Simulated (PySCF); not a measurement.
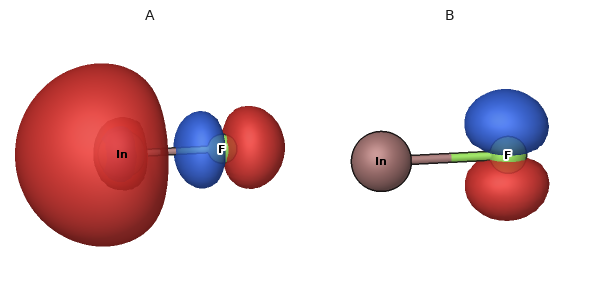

*InF. Two frontier orbitals, each drawn at the value that holds 80 % of its norm (red and blue are the two phases), in no order; of a degenerate pair one member is drawn.*

Method: PBE0/x2c-TZVPPall, spin-free X2C-1e, Gaussian nucleus, at a bond length of 2.003 Å (PySCF).

### Label each orbital by symmetry, say whether it is occupied, and order them by energy.

Orbital B: π, occupied, −9.43 eV; mainly on F (90 %).
Orbital A: σ, occupied, −7.51 eV; mainly on In (75 %).
